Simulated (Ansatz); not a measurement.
# BFH4O2 (built from SMILES OB(O)F.[H][H]): a reaction path by the nudged elastic band

Aim: the minimum-energy path between two given structures and its highest point. Both ends were relaxed at PBE0-D4 in triple zeta.

The runs use Ansatz 0.2.0, Gaussian basis; PBE0-D4/def2-SVP.

22 further runs of the same task are left out: 22 set aside as unsound or not needed.

### 1 Starting geometry

The first end: 8 atoms, charge 0, spin multiplicity 1.

Atoms are counted from 1 here; the program's logs count them from 0.

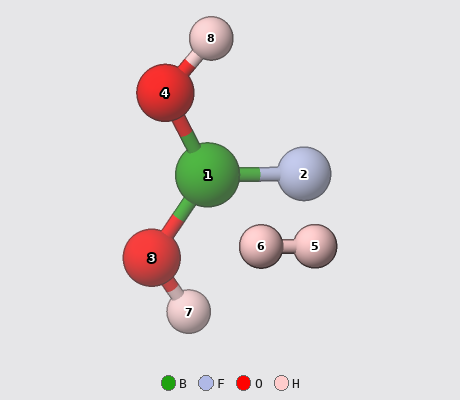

As it starts; boron green, fluorine light blue, oxygen red, hydrogen pink; atoms are numbered from 1 in the order of the file.

As a file:

```mol
BFH4O2
  3D, bonds by distance, orders not assigned

  8  6  0  0  0  0  0  0  0  0999 V2000
   -0.7040    0.2157    0.1546 B   0  0
   -0.3874    1.3838   -0.4317 F   0  0
   -1.2219   -0.7974   -0.5763 O   0  0
   -0.5137    0.0440    1.4824 O   0  0
    2.2367   -0.2234   -0.6794 H   0  0
    2.0444   -0.8662   -0.3516 H   0  0
   -1.3139   -0.5755   -1.5050 H   0  0
   -0.1401    0.8189    1.9069 H   0  0
  1  2  8  0
  1  3  8  0
  1  4  8  0
  3  7  8  0
  4  8  8  0
  5  6  8  0
M  END
```

The second end:

```xyz
8
BFH4O2
B    -0.3364   -0.5007    0.3242
F     1.2975    1.9549   -1.2638
O    -1.3203   -1.0202   -0.4401
O    -0.6219   -0.1962    1.6080
H     1.1364    1.1370   -0.8591
H     0.7809   -0.3347   -0.1231
H    -1.0539   -1.2109   -1.3405
H     0.1176    0.1707    2.0943
```

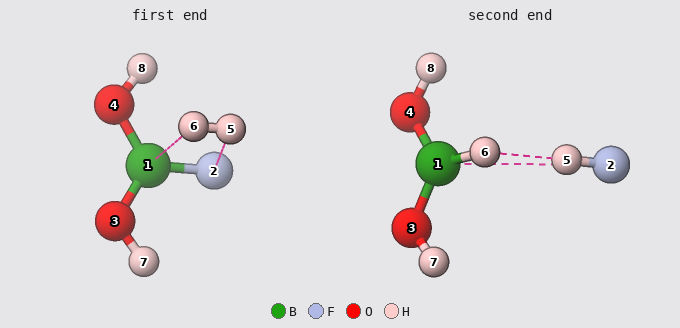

The two ends; dashed lines mark the contacts followed along the path.

### 2 The band at PBE0-D4/def2-SVP

Contents of neb/in.yaml:

```yaml
crystal:
  periodic: [false, false, false]
  atoms:
    - {symbol: B, position_ang: [-0.703964, 0.215714, 0.154587]}
    - {symbol: F, position_ang: [-0.387426, 1.383847, -0.431713]}
    - {symbol: O, position_ang: [-1.221947, -0.797358, -0.576273]}
    - {symbol: O, position_ang: [-0.513668, 0.043996, 1.482396]}
    - {symbol: H, position_ang: [2.236734, -0.223423, -0.679400]}
    - {symbol: H, position_ang: [2.044370, -0.866204, -0.351593]}
    - {symbol: H, position_ang: [-1.313891, -0.575529, -1.504961]}
    - {symbol: H, position_ang: [-0.140109, 0.818857, 1.906858]}
basis:
  gaussian: {orbitals: def2-SVP}
hamiltonian: {xc: pbe0, dispersion: d4}
neb:
  images: 5
  climbing: true
  max_iterations: 40
  initial_path: idpp
  final_atoms:
    - {symbol: B, position_ang: [-0.336367, -0.500685, 0.324210]}
    - {symbol: F, position_ang: [1.297546, 1.954879, -1.263837]}
    - {symbol: O, position_ang: [-1.320296, -1.020226, -0.440128]}
    - {symbol: O, position_ang: [-0.621913, -0.196178, 1.608016]}
    - {symbol: H, position_ang: [1.136449, 1.137012, -0.859067]}
    - {symbol: H, position_ang: [0.780933, -0.334675, -0.123100]}
    - {symbol: H, position_ang: [-1.053889, -1.210928, -1.340526]}
    - {symbol: H, position_ang: [0.117636, 0.170699, 2.094332]}
```

Run with:

```
$ ansatz run in.yaml --threads 2 --pin off --events-out ev --progress --plain --max-ram 4352MiB
```

Log:

```text
Functional definition: PBE0
  name "PBE0"
  cite "Adamo & Barone, J. Chem. Phys. 110, 6158 (1999) doi:10.1063/1.478522"
  cite "Perdew, Burke & Ernzerhof, Phys. Rev. Lett. 77, 3865 (1996) doi:10.1103/PhysRevLett.77.3865"
  parent pbe
  parameter a = 0.25
  parameter kappa = 0.804
  parameter beta = 0.06672455060314922
  exchange = (1 - a)*pbe_x(kappa = kappa, mu = beta*pi^2/3) + a*exact_x
  correlation = pbe_c(beta = beta)
798 factors; integrals over basis functions are off by at most 3.2e-4 eV
mean field evaluation 1: about -7536.5500 eV, gradient 6.0e1 eV
mean field evaluation 2: about -7531.9608 eV, gradient 7.9e1 eV
mean field evaluation 4: about -7542.4686 eV, gradient 2.3e0 eV
mean field evaluation 8: about -7542.5261 eV, gradient 4.8e-2 eV
mean field -7542.52612644 eV, -277.1827226390 hartree, gradient 2.9e-5 eV, S^2 0.000000; 0 other end points of the search recorded, 0 dependent functions left out
the calculation of the forces begins
reference -7542.52614843 eV, -277.1827234468 hartree; 17, 17 occupied and 59, 59 virtual orbitals, 798 factors
[... from here to the last solve, the lines of the solves are left out (109 solves) ...]
WARN: NEB end point (image 0): max|allowed force component| = 4.540e-1 eV/Å (the criterion of neb.relax_end_points is 1.000e-2). That is over neb.f_tol: it is no minimum, so the barrier can be far off. Relax it first
WARN: NEB end point (image 6): max|allowed force component| = 2.016e-1 eV/Å (the criterion of neb.relax_end_points is 1.000e-2). That is over neb.f_tol: it is no minimum, so the barrier can be far off. Relax it first
NEB iter   1: max|band force component| = 6.055e0 eV/Å  barrier→ = 6.4124 eV  barrier← = 5.0610 eV  Δτ_max = 0.2000 Å  (184 SCF iters)
NEB iter   2: max|band force component| = 4.633e0 eV/Å  barrier→ = 4.8358 eV  barrier← = 3.4844 eV  Δτ_max = 0.2000 Å  (162 SCF iters)
NEB iter   3: max|band force component| = 7.746e0 eV/Å  barrier→ = 3.8922 eV  barrier← = 2.5409 eV  Δτ_max = 0.1022 Å  (166 SCF iters)
NEB iter   4: max|band force component| = 3.777e0 eV/Å  barrier→ = 3.2345 eV  barrier← = 1.8831 eV  Δτ_max = 0.2000 Å  (138 SCF iters)
NEB iter   5: max|band force component| = 7.061e0 eV/Å  barrier→ = 2.4426 eV  barrier← = 1.0912 eV  Δτ_max = 0.0944 Å  (149 SCF iters)
NEB iter   6: max|band force component| = 1.097e0 eV/Å  barrier→ = 2.2928 eV  barrier← = 0.9414 eV  Δτ_max = 0.1782 Å  (144 SCF iters)
NEB iter   7: max|band force component| = 1.159e0 eV/Å  barrier→ = 2.0735 eV  barrier← = 0.7221 eV  Δτ_max = 0.0485 Å  (140 SCF iters)
NEB iter   8: max|band force component| = 1.246e0 eV/Å  barrier→ = 2.0519 eV  barrier← = 0.7006 eV  CI = image 3  Δτ_max = 0.0909 Å  (139 SCF iters)
NEB iter   9: max|band force component| = 6.838e-1 eV/Å  barrier→ = 2.2911 eV  barrier← = 0.9398 eV  CI = image 3  Δτ_max = 0.0972 Å  (142 SCF iters)
NEB iter  10: max|band force component| = 4.385e-1 eV/Å  barrier→ = 2.3012 eV  barrier← = 0.9498 eV  CI = image 3  Δτ_max = 0.0941 Å  (143 SCF iters)
NEB iter  11: max|band force component| = 5.085e-1 eV/Å  barrier→ = 2.2806 eV  barrier← = 0.9292 eV  CI = image 3  Δτ_max = 0.0320 Å  (145 SCF iters)
NEB iter  12: max|band force component| = 3.165e-1 eV/Å  barrier→ = 2.2714 eV  barrier← = 0.9200 eV  CI = image 3  Δτ_max = 0.0472 Å  (140 SCF iters)
NEB iter  13: max|band force component| = 9.418e-2 eV/Å  barrier→ = 2.2629 eV  barrier← = 0.9116 eV  CI = image 3  Δτ_max = 0.0126 Å  (130 SCF iters)
798 factors; integrals over basis functions are off by at most 9.2e-4 eV
mean field -7540.28618832 eV, -277.1004064311 hartree, gradient 1.2e-6 eV, S^2 0.000000; 0 other end points of the search recorded, 0 dependent functions left out
the calculation of the forces begins
reference -7540.28620876 eV, -277.1004071825 hartree; 17, 17 occupied and 59, 59 virtual orbitals, 798 factors
NEB iter  14: max|band force component| = 4.155e-2 eV/Å  barrier→ = 2.2626 eV  barrier← = 0.9112 eV  CI = image 3  Δτ_max = 0.0000 Å  (993 SCF iters)
Total energy: -7540.33770661 eV, -277.1022996934 hartree
Atom 0 at    -0.167325    -0.176472     0.129569 Å, force    -0.013826    -0.019203     0.013351 eV/Å
Atom 1 at     0.074640     1.356880    -0.584642 Å, force     0.000777     0.040816    -0.016427 eV/Å
Atom 2 at    -1.046967    -0.915643    -0.590600 Å, force    -0.006778    -0.010218     0.006245 eV/Å
Atom 3 at    -0.342242    -0.070888     1.470068 Å, force    -0.005655    -0.010801     0.006077 eV/Å
Atom 4 at     0.933439     0.587002    -0.559961 Å, force     0.012731     0.008605    -0.007892 eV/Å
Atom 5 at     1.161703    -0.364900    -0.245676 Å, force     0.003833    -0.012647     0.002791 eV/Å
Atom 6 at    -0.903866    -0.907628    -1.538602 Å, force     0.005160     0.001386    -0.001717 eV/Å
Atom 7 at     0.290716     0.491549     1.919745 Å, force     0.003757     0.002061    -0.002428 eV/Å
Dipole moment:     0.524131     0.069259    -0.206479 e Å
```

Run time: 2 min. Hardware: 2 threads of Arm Neoverse V1, shared host.

The last band:

```
image  path (Å)  energy (kJ/mol)  B1–H6 (Å)  F2–H5 (Å)  B1–F2 (Å)  H5–H6 (Å)
    0      0.00              0.0       3.00       3.09       1.34       0.75
    1      0.72              3.5       2.50       2.40       1.35       0.76
    2      1.45             50.0       1.95       1.80       1.38       0.77
    3      2.17            218.3       1.39       1.15       1.71       1.03
    4      2.84            140.5       1.24       0.94       2.34       1.48
    5      3.50            125.7       1.23       0.93       2.87       1.67
    6      4.16            130.4       1.21       0.93       3.35       1.68
```

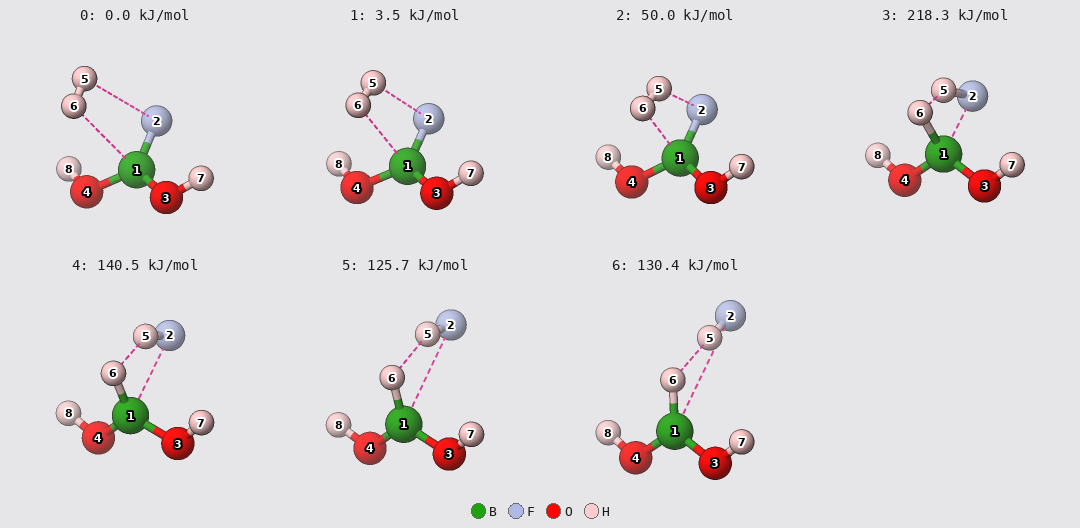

The images of the last band.

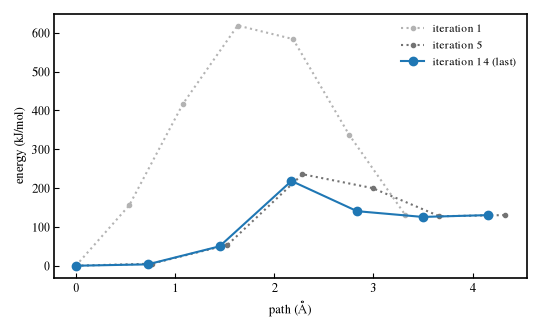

Energy along the path.

The highest image, 3:

```xyz
8

B    -0.1673   -0.1765    0.1296
F     0.0746    1.3569   -0.5846
O    -1.0470   -0.9156   -0.5906
O    -0.3422   -0.0709    1.4701
H     0.9334    0.5870   -0.5600
H     1.1617   -0.3649   -0.2457
H    -0.9039   -0.9076   -1.5386
H     0.2907    0.4915    1.9197
```

### 3 Outcome

| quantity | value |
| --- | --- |
| PBE0-D4/def2-SVP, 14 iterations | highest 218.3 kJ/mol (image 3), last end +130.4 kJ/mol |
| from earlier runs: barrier over the separately found saddle, CCSD(T)/def2-TZVPP | 248.9 kJ/mol |

**Reading.** The highest image lies 218.3 kJ/mol above the first end, and it climbed, so it estimates the saddle. The ends are not quite minima at this level (largest force component 0.45 eV/Å), so the heights are unreliable: relaxing the first end would lower it and raise the barrier above it. The highest image is 30.6 kJ/mol below the CCSD(T) barrier in triple zeta, which comes from separate runs on the saddle.
